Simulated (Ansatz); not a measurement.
A series of calculations on C2H4NO

## 1. Relaxation

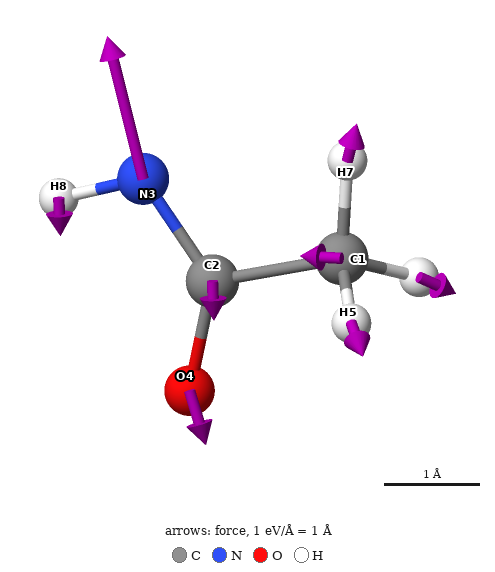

Starting geometry of C$_{2}$H$_{4}$NO (charge −1) with the computed forces as purple arrows. Style: ball-and-stick. Shown at a tilt.

The run prepares an end point of a later path (torsion) calculation, from a guessed geometry.

All numbers below come from RKS B3LYP-D4/def2-SVP in Ansatz 0.2.0. Settings: no spin polarisation; force threshold 0.015 eV/Å; at most 40 steps.

> Is this structure relaxed? If not, where do the atoms go?

It isn't relaxed: the largest force vector, on the N atom, is 1.57 eV/Å. The final displacements follow the starting forces only in part (cosine between the two patterns 0.43). The energy falls by 0.052 eV in 5 accepted moves (6 points after the start). Largest force component: 1.4 eV/Å at the start, 0.0026 eV/Å at the end. The line search rejected the trial step at point 4 of the run. The atom that moves furthest after the best rigid fit is an H atom (0.064 Å). By element the largest moves are H 0.064 Å, N 0.052 Å, C 0.032 Å, O 0.029 Å. Some distances before and after: C–N 1.301 → 1.321 Å, C–H 1.092 → 1.106 Å, C–O 1.255 → 1.262 Å, H–N 1.028 → 1.034 Å. Among the angles between lasting bonds that change: C–N–H 109.8° → 104.5°, C–C–H 109.9° → 112.5°, H–C–H 108.1° → 106.1°. Cost: 16 s on 1 thread of Arm Neoverse V2, on a shared host, peak memory 0.14 GiB.

Limits of the set-up: the basis has no diffuse functions, which an anion needs.

## 2. Relaxation

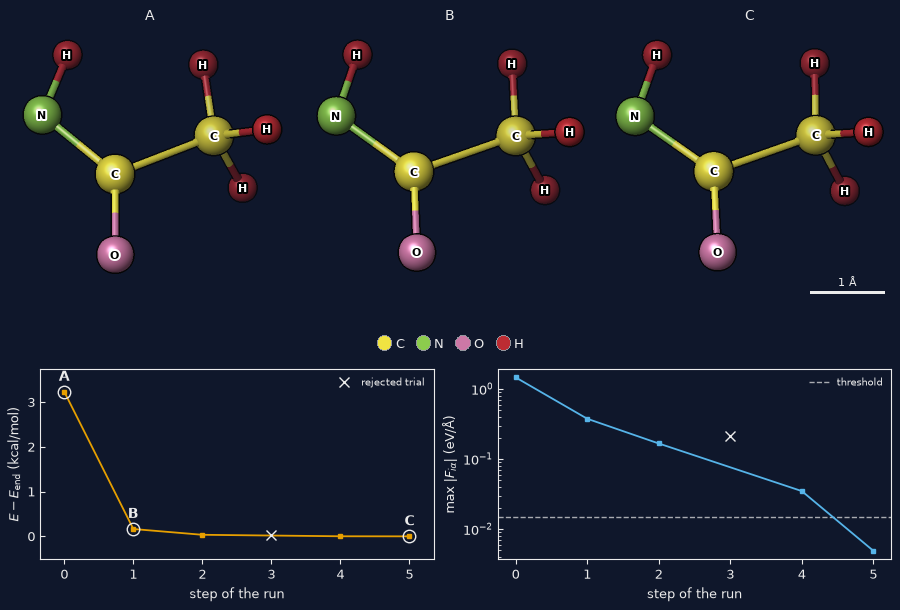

Frames of a relaxation of C2H4NO (charge −1), marked on the history of the run. A ball-and-stick model, seen from a free direction.

The run prepares an end point of a later path (torsion) calculation, from a guessed geometry.

All numbers below come from RKS B3LYP-D4/def2-SVP in Ansatz. (no spin polarisation; force threshold 0.015 eV/Å; at most 40 steps)

Q: Describe the path.

A: The largest move after the best rigid fit is that of an H atom, 0.16 Å. Largest moves by element: H 0.16 Å, N 0.11 Å, O 0.06 Å, C 0.05 Å. Near-neighbour distances that change, for instance: C–C 1.550 → 1.574 Å, C–N 1.301 → 1.322 Å, C–H 1.088 → 1.107 Å. Among the angles between lasting bonds that change: C–C–N 112.4° → 119.0°, C–C–H 109.9° → 115.3°, C–C–O 117.8° → 113.7°. Over 4 accepted moves (5 points after the start) the energy falls by 3.23 kcal/mol. The largest force component goes from 1.5 to 0.0049 eV/Å. The line search rejected the trial step at point 3 of the run. From step 0 to 1: an H atom moves most (0.14 Å), energy −3.07 kcal/mol. From step 1 to 5: an H atom moves most (0.04 Å), energy −0.16 kcal/mol.

Limits of the set-up: the basis has no diffuse functions, which an anion needs.

## 3. Path

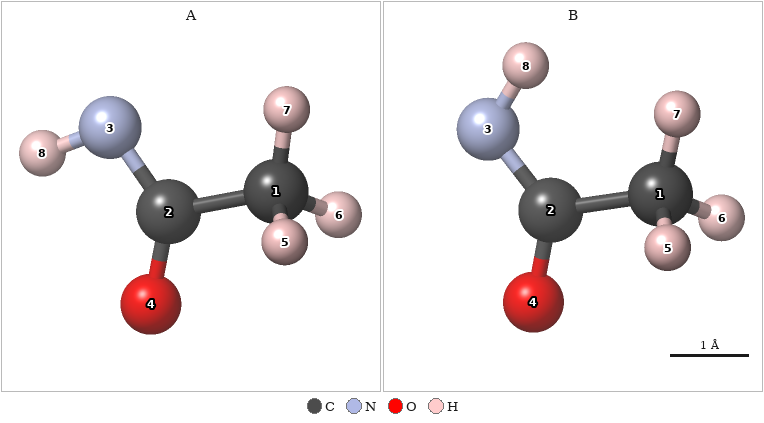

The two relaxed end points of a path for C2H4NO (charge −1). The picture is a ball-and-stick view, seen at a tilt.

All numbers below come from RKS B3LYP-D4/def2-SVP (Ansatz).

Settings: 7 movable images; climbing image; force threshold 0.03 eV/Å; iteration limit 60.

Start:
```xyz
8

C    -0.0770    0.9296   -0.2619
C    -0.1429   -0.5833    0.0785
N     0.9436   -1.0410    0.6735
O    -1.2080   -1.1746   -0.2497
H    -0.2269    1.0694   -1.3489
H    -0.9147    1.4553    0.2337
H     0.8778    1.3880    0.0418
H     0.7481   -2.0435    0.8329
```

End:
```xyz
8

C    -0.0353    0.7774   -0.2063
C    -0.3677   -0.7451    0.0141
N     0.5257   -1.5169    0.6095
O    -1.4975   -1.0821   -0.4144
H    -0.1283    1.0110   -1.2832
H    -0.8019    1.3896    0.3043
H     0.9646    1.0985    0.1423
H     1.3405   -0.9323    0.8337
```

**Predict the minimum-energy path and its barrier.**

Forward barrier 1.23 eV, backward barrier 0.99 eV, with image 3 at the top; the reaction energy is +0.25 eV. The motion is a rotation about the C2–N3 bond by about 180°. No bond forms or breaks between the ends. Bond angles that change up to the highest image, for instance: C2–N3–H8 104.5° → 115.2°, C2–C1–H5 109.4° → 113.5°. The band converged in 24 iterations, with a climbing image at the top. At the top, the vibrational analysis gives one imaginary mode (974i cm⁻¹), as a transition state must have.

Energies of the converged images:

| image | path (Å) | E (eV) |
| --- | --- | --- |
| 0 | 0.00 | 0.000 |
| 1 | 0.62 | 0.021 |
| 2 | 1.25 | 0.353 |
| 3 | 1.87 | 1.233 |
| 4 | 2.22 | 0.879 |
| 5 | 2.58 | 0.406 |
| 6 | 2.93 | 0.255 |
| 7 | 3.28 | 0.249 |
| 8 | 3.63 | 0.246 |

The geometry at the top of the path:

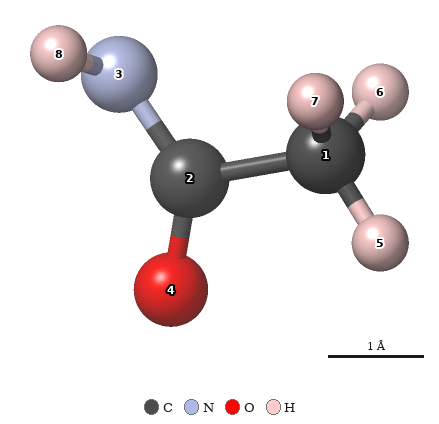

Limits of the set-up: the basis has no diffuse functions, which an anion needs.

The run took 5.3 min on 1 thread of Arm Neoverse V2, with other jobs on the host, peak memory 0.24 GiB.
